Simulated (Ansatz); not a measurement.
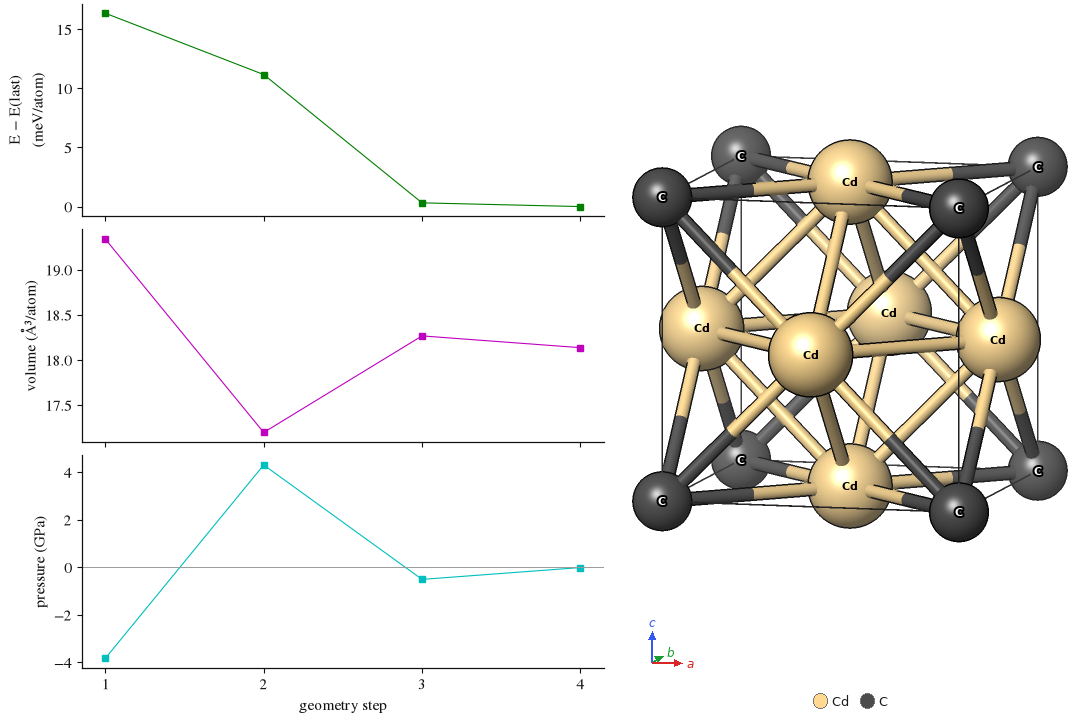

Beside the plot: the structure at the start.

History of a geometry optimisation. Atoms and cell relax. A closing SCF on a freshly chosen basis isn't drawn.

Cd3C (Pm-3m, 4 atoms in the cell); DFT PBE, scalar-relativistic, plane waves, PAW (Ansatz); cutoff 420 eV, 12×12×12 k-mesh, Gaussian smearing of 0.1 eV.

**How did it end, and what did it gain?**

The optimisation met its thresholds at geometry 4, counting the start as the first. The energy fell by about 16 meV/atom from the first step to the last. All forces vanish by symmetry, so only the cell moves.

**Was the starting cell too large or too small?**

The volume shrinks from 19.3 to 18.1 Å³ per atom (−6 %), overshooting to 17.2 at step 2, as the pressure goes from −3.8 GPa to about 0 GPa. The start was expanded.
